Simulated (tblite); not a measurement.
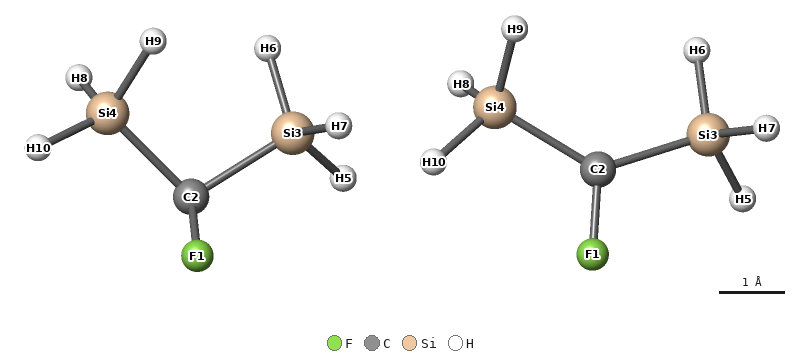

Two geometries of CH₆FSi₂ (multiplicity 2), drawn at one scale. One is the start of a relaxation, the other its converged end. The picture is a ball-and-stick view, seen at a tilt.

Computed with GFN2-xTB geometry optimisation, gas phase in tblite. 

**Which of the two is the end point?**

The right one is the relaxed one. The largest move after the best rigid fit is that of H9, 0.65 Å. By element the largest moves are H 0.65 Å, C 0.53 Å, F 0.39 Å, Si 0.24 Å. Near-neighbour distances that change, for instance: Si3–Si4 2.964 → 3.424 Å, Si4–H9 1.492 → 1.465 Å, F1–C2 1.374 → 1.360 Å, Si4–H10 1.453 → 1.461 Å. Bond angles that change, for instance: Si3–C2–Si4 104.3° → 131.4°, F1–C2–Si4 109.7° → 114.6°, C2–Si4–H10 112.9° → 108.3°. After 48 geometry steps the energy has fallen by 56.8 kJ/mol.
